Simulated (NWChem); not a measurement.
# Run report: GeH$_{3}$O$_{2}$F, single-point calculation (part 1 of 2)

- system: GeH$_{3}$O$_{2}$F
- method: HF/STO-3G, RHF (NWChem 7.3.0)

A bond length was changed on purpose from its optimised value.

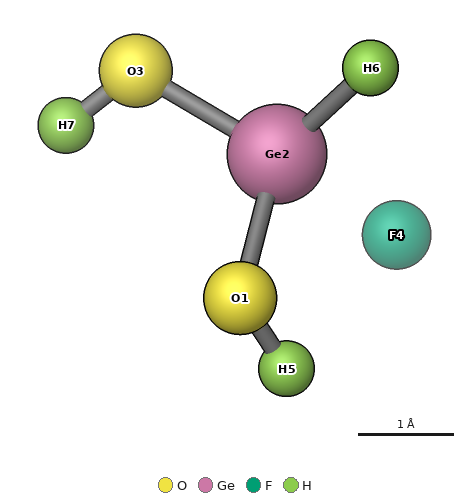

The structure (ball-and-stick view, seen at a tilt; atoms are numbered from 1 in the order of the input). Sticks mark near contacts. Bond lengths as drawn: Ge–H 1.52 Å, Ge–O 1.75 to 1.76 Å and H–O 0.96 Å.

Input file
```
start fgeh3o2
title "FGeH3O2 hf"
memory 2200 mb
geometry units au noautosym nocenter noautoz
O      1.07595336     4.05628201    -1.14126608
Ge     1.53969215     1.85078265     1.29969316
O      4.61181992     0.66176697     1.06385534
F     -2.38162183    -2.42735321     0.21391700
H     -0.54221912     3.87014399    -1.94364379
H      1.11658248     2.81945626     3.97384460
H      5.15265953     0.44879484    -0.65711824
end
basis spherical bse
* library STO-3G
end
scf
thresh 1e-08
maxiter 80
end
task scf energy
```

Run on 1 thread of Intel Xeon (Granite Rapids), 16 GiB of memory available, shared host.

Launched with:
```bash
nwchem fgeh3o2.nw > fgeh3o2.out
```

What the program printed
```
Northwest Computational Chemistry Package (NWChem) 7.3.0
             --------------------------------------------------------

           Job information
           ---------------

    nwchem branch   = 7.3.0
    use scalapack   = T
    input           = fgeh3o2.nw
    prefix          = fgeh3o2.
    data base       = ./fgeh3o2.db
    status          = startup
    nproc           =        1

           Memory information
           ------------------

    heap     =     72089600 doubles =      550.0 Mbytes
    stack    =     72089597 doubles =      550.0 Mbytes
    global   =    144179200 doubles =     1100.0 Mbytes (distinct from heap & stack)
    total    =    288358397 doubles =     2200.0 Mbytes
    verify   = yes
    hardfail = no

           Directory information
           ---------------------

  0 permanent = .
  0 scratch   = .

                                NWChem Input Module
                                -------------------

                                    FGeH3O2 hf
                                    ----------

                             Geometry "geometry" -> ""
                             -------------------------

 Output coordinates in a.u. (scale by  1.000000000 to convert to a.u.)

  No.       Tag          Charge          X              Y              Z
 ---- ---------------- ---------- -------------- -------------- --------------
    1 O                    8.0000     1.07595336     4.05628201    -1.14126608
    2 Ge                  32.0000     1.53969215     1.85078265     1.29969316
    3 O                    8.0000     4.61181992     0.66176697     1.06385534
    4 F                    9.0000    -2.38162183    -2.42735321     0.21391700
    5 H                    1.0000    -0.54221912     3.87014399    -1.94364379
    6 H                    1.0000     1.11658248     2.81945626     3.97384460
    7 H                    1.0000     5.15265953     0.44879484    -0.65711824

      Atomic Mass
      -----------

      O                 15.994910
      Ge                73.921900
      F                 18.998400
      H                  1.007825

 Effective nuclear repulsion energy (a.u.)     278.7694745373

            Nuclear Dipole moment (a.u.)
            ----------------------------
        X                 Y               Z
 ---------------- ---------------- ----------------
    79.0647614600    82.2616528400    44.2692307700

            XYZ format geometry
            -------------------
     7
 geometry
 O                     0.56937004     2.14649216    -0.60393204
 Ge                    0.81477006     0.97939207     0.68776805
 O                     2.44047018     0.35019202     0.56296804
 F                    -1.26030009    -1.28450009     0.11320001
 H                    -0.28693002     2.04799215    -1.02853207
 H                     0.59087005     1.49199211     2.10286815
 H                     2.72667020     0.23749202    -0.34773202

 ==============================================================================
                                internuclear distances
 ------------------------------------------------------------------------------
       center one      |      center two      | atomic units |       a.u.
 ------------------------------------------------------------------------------
    2 Ge               |   1 O                |     3.32228  |     3.32228
    3 O                |   2 Ge               |     3.30263  |     3.30263
    5 H                |   1 O                |     1.81575  |     1.81575
    6 H                |   2 Ge               |     2.87549  |     2.87549
    7 H                |   3 O                |     1.81648  |     1.81648
 ------------------------------------------------------------------------------
                         number of included internuclear distances:          5
 ==============================================================================

 ==============================================================================
                                 internuclear angles
 ------------------------------------------------------------------------------
        center 1       |       center 2       |       center 3       |  degrees
 ------------------------------------------------------------------------------
    2 Ge               |   1 O                |   5 H                |   112.40
    1 O                |   2 Ge               |   3 O                |   108.44
    1 O                |   2 Ge               |   6 H                |   116.05
    3 O                |   2 Ge               |   6 H                |   108.94
    2 Ge               |   3 O                |   7 H                |   112.76
 ------------------------------------------------------------------------------
                            number of included internuclear angles:          5
 ==============================================================================

 Summary of "ao basis" -> "" (spherical)
 ------------------------------------------------------------------------------
       Tag                 Description            Shells   Functions and Types
 ---------------- ------------------------------  ------  ---------------------
 *                           STO-3G                   on all atoms

                      Basis "ao basis" -> "ao basis" (spherical)
                      -----
  [basis functions not shown]

 Summary of "ao basis" -> "ao basis" (spherical)
 ------------------------------------------------------------------------------
       Tag                 Description            Shells   Functions and Types
 ---------------- ------------------------------  ------  ---------------------
 O                           STO-3G                  3        5   2s1p
 Ge                          STO-3G                  8       18   4s3p1d
 F                           STO-3G                  3        5   2s1p
 H                           STO-3G                  1        1   1s

                                 NWChem SCF Module
                                 -----------------

                                    FGeH3O2 hf

  ao basis        = "ao basis"
  functions       =    36
  atoms           =     7
  closed shells   =    30
  open shells     =     0
  charge          =   0.00
  wavefunction    = RHF
  input vectors   = atomic
  output vectors  = ./fgeh3o2.movecs
  use symmetry    = F
  symmetry adapt  = F

 Summary of "ao basis" -> "ao basis" (spherical)
 ------------------------------------------------------------------------------
       Tag                 Description            Shells   Functions and Types
 ---------------- ------------------------------  ------  ---------------------
 O                           STO-3G                  3        5   2s1p
 Ge                          STO-3G                  8       18   4s3p1d
 F                           STO-3G                  3        5   2s1p
 H                           STO-3G                  1        1   1s

 Forming initial guess at       0.0s

      Superposition of Atomic Density Guess
      -------------------------------------

 Sum of atomic energies:       -2298.57826772

      Non-variational initial energy
      ------------------------------

 Total energy =   -2298.178721
 1-e energy   =   -3789.069937
 2-e energy   =    1212.121742
 HOMO         =      -0.242432
 LUMO         =       0.059806

 Starting SCF solution at       0.1s

 ----------------------------------------------
         Quadratically convergent ROHF

 Convergence threshold     :          1.000E-08
 Maximum no. of iterations :           80
 Final Fock-matrix accuracy:          1.000E-10
 ----------------------------------------------

              iter       energy          gnorm     gmax       time
             ----- ------------------- --------- --------- --------
                 1    -2298.6997356329  8.95D-01  3.62D-01      0.2
  Setting level-shift to   2.61 to force positive preconditioner
                 2    -2298.8263124600  6.61D-01  3.97D-01      0.4
  Setting level-shift to   2.07 to force positive preconditioner
                 3    -2298.9399603493  3.09D-01  1.00D-01      0.7
                 4    -2298.9472654050  1.93D-01  6.31D-02      0.9
                 5    -2298.9504983148  1.92D-02  7.25D-03      1.1
                 6    -2298.9505740181  3.24D-04  2.88D-04      1.6
                 7    -2298.9505742853  4.20D-06  4.00D-06      2.6
                 8    -2298.9505742853  8.91D-10  6.60D-10      3.3

       Final RHF  results
       ------------------

         Total SCF energy =  -2298.950574285317
      One-electron energy =  -3784.001298252421
      Two-electron energy =   1206.281249429768
 Nuclear repulsion energy =    278.769474537337

        Time for solution =      3.2s

             Final eigenvalues
             -----------------

              1
    1 -400.6069
    2  -50.4505
    3  -45.5153
    4  -45.5139
    5  -45.5136
    6  -25.7177
    7  -20.2277
    8  -20.2269
    9   -6.5391
   10   -4.5801
   11   -4.5800
   12   -4.5795
   13   -1.2760
   14   -1.2733
   15   -1.2557
   16   -0.7248
   17   -0.7224
   18   -0.7191
   19   -0.7169
   20   -0.7161
   21   -0.6693
   22   -0.5785
   23   -0.5172
   24   -0.4686
   25   -0.4092
   26   -0.4018
   27   -0.3811
   28   -0.3395
   29   -0.3395
   30   -0.1591
   31    0.0956
   32    0.3986
   33    0.4387
   34    0.5248
   35    0.6925
   36    0.6987

                       ROHF Final Molecular Orbital Analysis
                       -------------------------------------

 Vector   13  Occ=2.000000D+00  E=-1.275994D+00
              MO Center= -7.2D-01, -7.2D-01,  5.7D-02, r^2= 3.0D+00
   Bfn.  Coefficient  Atom+Function         Bfn.  Coefficient  Atom+Function
  ----- ------------  ---------------      ----- ------------  ---------------
    30      0.911148  4 F  s                  2      0.295347  1 O  s
    25      0.252204  3 O  s                 29     -0.234140  4 F  s

 Vector   14  Occ=2.000000D+00  E=-1.273325D+00
              MO Center=  7.4D-01,  7.6D-01, -9.2D-02, r^2= 4.2D+00
   Bfn.  Coefficient  Atom+Function         Bfn.  Coefficient  Atom+Function
  ----- ------------  ---------------      ----- ------------  ---------------
     2      0.567201  1 O  s                 25      0.494131  3 O  s
    30     -0.477281  4 F  s                  1     -0.156464  1 O  s
```
